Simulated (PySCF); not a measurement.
SMILES Cc1ccccc1[Si](Cl)(Cl)Cl (C7H7Cl3Si) at its GFN2-xTB optimised geometry (Å):

```
18

C     -2.0560    -2.0147    -0.0024
C     -1.2739    -0.7384     0.0000
C     -1.9511     0.4738     0.0006
C     -1.2739     1.6794     0.0008
C      0.1094     1.6860     0.0003
C      0.7971     0.4879     0.0000
C      0.1298    -0.7384     0.0000
Si     1.1421    -2.3383     0.0061
Cl     0.7765    -3.4363     1.6740
Cl     3.1231    -1.9100    -0.0189
Cl     0.7471    -3.4788    -1.6254
H     -3.1231    -1.8091     0.0107
H     -1.8106    -2.6191     0.8688
H     -1.8295    -2.6023    -0.8901
H     -3.0317     0.4713     0.0010
H     -1.8242     2.6086     0.0018
H      0.6520     2.6191     0.0003
H      1.8764     0.5030    -0.0002
```

Method: PBE0/def2-SVP (PySCF).

Map of the HOMO amplitude (bohr^(-3/2)) on the plane z = 0.8 Å; orbital energy -7.37 eV, overall sign arbitrary:

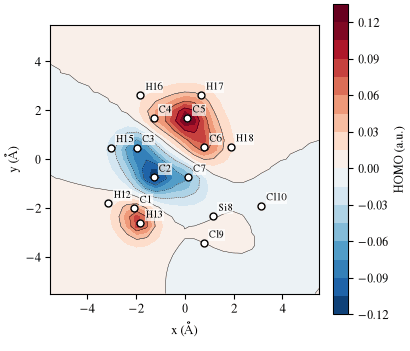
HOMO amplitude (bohr^(-3/2)) on the plane z = 0.8 Å.
